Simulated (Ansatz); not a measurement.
**C2H4Si (SMILES C#[Si]C): single points off equilibrium**

How do the functionals fare away from a minimum? The structure is a structure displaced at random from a GFN2-xTB minimum.

The runs use Ansatz 0.2.0, Gaussian basis; single points in def2-TZVPP.

Cores are frozen in the correlated methods.

### 1 The system as given

7 atoms, charge 0, spin multiplicity 1.

Atoms are counted from 1 here; the program's logs count them from 0.

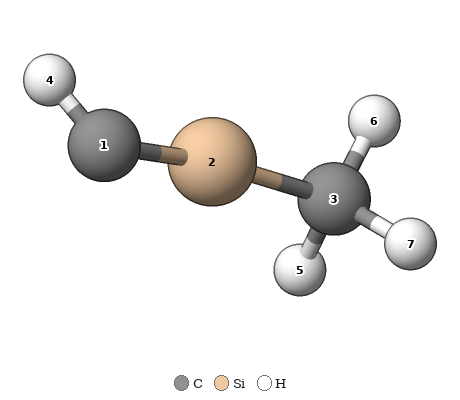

As it starts; carbon grey, silicon light orange, hydrogen white; atoms are numbered from 1 in the order of the file.

Geometry (Å):

```
C    -1.6496   -1.6053   -0.7675
Si   -0.5052   -0.4011   -0.1904
C     0.8988    0.7178    0.2787
H    -2.5784   -1.4945   -0.5026
H     1.0503    1.5187   -0.5798
H     0.7870    1.1427    1.2800
H     1.8884    0.0801    0.3248
```

### 2 CCSD(T)/def2-TZVPP

File run/in.yaml:

```yaml
crystal:
  periodic: [false, false, false]
  atoms:
    - {symbol: C, position_ang: [-1.649600, -1.605300, -0.767500]}
    - {symbol: Si, position_ang: [-0.505200, -0.401100, -0.190400]}
    - {symbol: C, position_ang: [0.898800, 0.717800, 0.278700]}
    - {symbol: H, position_ang: [-2.578400, -1.494500, -0.502600]}
    - {symbol: H, position_ang: [1.050300, 1.518700, -0.579800]}
    - {symbol: H, position_ang: [0.787000, 1.142700, 1.280000]}
    - {symbol: H, position_ang: [1.888400, 0.080100, 0.324800]}
basis:
  gaussian: {orbitals: def2-TZVPP}
correlation: {method: ccsd_t}
output: {forces: true}
```

No record of the launch command was kept for these runs.

### 3 PBE0-D4/def2-TZVPP

run/in.yaml: that of step 2 with these lines changed.

```diff
@@ -12,3 +12,3 @@
   gaussian: {orbitals: def2-TZVPP}
-correlation: {method: ccsd_t}
-output: {forces: true}
+hamiltonian: {xc: pbe0, dispersion: d4}
+output: {forces: true, orbitals: {seedname: orbitals}}
```

### 4 wB97M-V/def2-TZVPP

run/in.yaml: that of step 3 with these lines changed.

```diff
@@ -12,3 +12,3 @@
   gaussian: {orbitals: def2-TZVPP}
-hamiltonian: {xc: pbe0, dispersion: d4}
-output: {forces: true, orbitals: {seedname: orbitals}}
+hamiltonian: {xc: {name: wB97M-V}}
+output: {forces: true}
```

### 5 r2SCAN-D4/def2-TZVPP

run/in.yaml: that of step 4 with these lines changed.

```diff
@@ -12,3 +12,3 @@
   gaussian: {orbitals: def2-TZVPP}
-hamiltonian: {xc: {name: wB97M-V}}
+hamiltonian: {xc: r2scan, dispersion: d4}
 output: {forces: true}
```

### 6 PBE-D4/def2-TZVPP

run/in.yaml: that of step 5 with these lines changed.

```diff
@@ -12,3 +12,3 @@
   gaussian: {orbitals: def2-TZVPP}
-hamiltonian: {xc: r2scan, dispersion: d4}
+hamiltonian: {xc: pbe, dispersion: d4}
 output: {forces: true}
```

### 7 wB97X-V/def2-TZVPP

run/in.yaml: that of step 6 with these lines changed.

```diff
@@ -12,3 +12,3 @@
   gaussian: {orbitals: def2-TZVPP}
-hamiltonian: {xc: pbe, dispersion: d4}
+hamiltonian: {xc: {name: wB97X-V}}
 output: {forces: true}
```

### 8 revPBE-D4/def2-TZVPP

run/in.yaml: that of step 7 with these lines changed.

```diff
@@ -12,3 +12,3 @@
   gaussian: {orbitals: def2-TZVPP}
-hamiltonian: {xc: {name: wB97X-V}}
+hamiltonian: {xc: {name: revPBE}, dispersion: d4}
 output: {forces: true}
```

(Steps that only read results are left out.)

Before running it: what results should come out? Wanted: energy less free atoms, CCSD(T)/def2-TZVPP; RMS force component; RMS force error; HOMO and LUMO, PBE0-D4; T1 diagnostic.

**Answer**, as computed:

| quantity | value |
| --- | --- |
| energy less free atoms, CCSD(T)/def2-TZVPP | -2254.7 kJ/mol |
| RMS force component | 2.510 to 2.724 eV/Å over the methods |
| RMS force error | PBE0-D4 0.250, wB97M-V 0.332, r2SCAN-D4 0.181, PBE-D4 0.176, wB97X-V 0.377, revPBE-D4 0.168 eV/Å |
| HOMO and LUMO, PBE0-D4 | -5.95 and -1.65 eV |
| T1 diagnostic | 0.031 |

Against CCSD(T) the functionals' energies less atoms differ by -119.6 to -14.6 kJ/mol, PBE-D4 by -119.6 kJ/mol. A larger basis would deepen the CCSD(T) value, while the functionals are nearly converged already, so the order here is not reliable. The forces of revPBE-D4 come nearest to CCSD(T), those of wB97X-V are farthest. Frozen-core CCSD(T) forces in triple zeta carry basis errors of their own, and this is one geometry, so small gaps rank nothing. The T1 diagnostic is large here, over the usual mark for main-group molecules (transition-metal compounds often pass it harmlessly), so CCSD(T) itself may be off. The restricted Hartree–Fock reference is unstable towards an unrestricted one at one or more of these structures.
